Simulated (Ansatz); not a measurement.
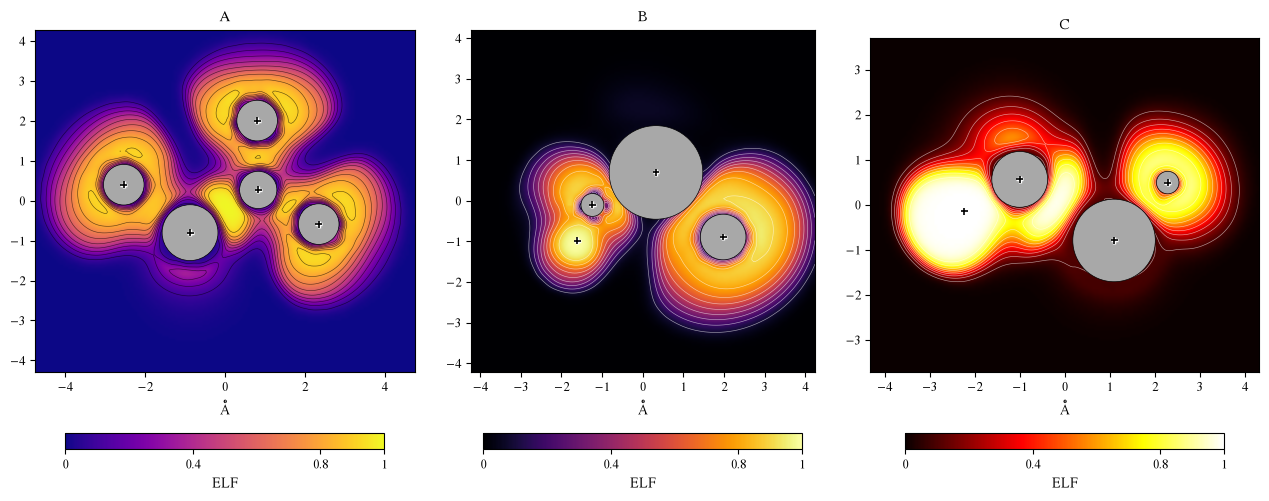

The ELF of 3 systems, each on a plane through atoms (crosses mark nuclei in the plane; grey discs cover the cores).

Method: isolated molecule in a Gaussian basis; Kohn-Sham density functional theory, functional PBE0 (Ansatz).

System 1: BCl5Si, the plane of atoms Cl3, B1 and Si7. Geometry: PBE0-D4/def2-SVP.

```xyz
7

B     0.2063    1.1586    0.2297
Cl    0.2548    1.6479    1.8979
Cl    0.4237    2.3277   -1.0354
Cl   -1.9587   -1.3321    0.5389
Cl    1.3243   -1.9307    0.7214
Cl   -0.0721   -1.1534   -2.2075
Si   -0.1171   -0.7859   -0.1906
```

System 2: H4O2S2Ti, the plane of atoms O1, Ti5 and S4. Geometry: PBE0-D4/def2-SVP.

```yaml
atoms:
  - { symbol: O, position_ang: [0.1567, 0.6579, -1.4202] }
  - { symbol: O, position_ang: [1.8975, -0.5929, 0.5883] }
  - { symbol: S, position_ang: [-1.1233, -1.9689, 0.0895] }
  - { symbol: S, position_ang: [-0.4320, 1.3186, 1.7726] }
  - { symbol: Ti, position_ang: [0.2656, -0.1366, 0.1436] }
  - { symbol: H, position_ang: [0.0025, 1.5342, -1.7843] }
  - { symbol: H, position_ang: [2.7870, -0.5693, 0.2230] }
  - { symbol: H, position_ang: [-1.7472, -1.4672, -1.0019] }
  - { symbol: H, position_ang: [-1.7183, 1.1781, 1.3725] }
```

System 3: F3GaH3P, the plane of atoms F2, Ga4 and P5. Geometry: PBE0-D4/def2-SVP.

```xyz
8

F    -0.3434    1.1286   -3.0503
F    -0.9074    1.4998   -0.1372
F    -2.4194   -0.5501   -1.7035
Ga   -1.0146    0.4880   -1.5638
P     0.7215   -1.2167   -1.0110
H     2.0429   -0.7534   -0.8127
H     0.9424   -2.2453   -1.9562
H     0.5299   -1.9774    0.1658
```

Q: Match each panel to its system.

A: Panel A is system 1, BCl5Si: the plane holds B, Cl and Si. B–Cl (1.74 Å): the ELF peaks at about 0.90 between the atoms; a polar covalent bond. Panel B is system 2, H4O2S2Ti: the plane holds O, S, Ti and H. Ti–O (1.76 Å): the ELF peaks at about 0.85 in the valence shell of O, 0.5 Å from its nucleus, and drops to about 0.25 between the two atoms. Panel C is system 3, F3GaH3P: the plane holds F, Ga, P and H. Ga–F (1.75 Å): the ELF peaks at about 0.80 in the valence shell of F, 0.5 Å from its nucleus, and is about 0.15 at the midpoint.
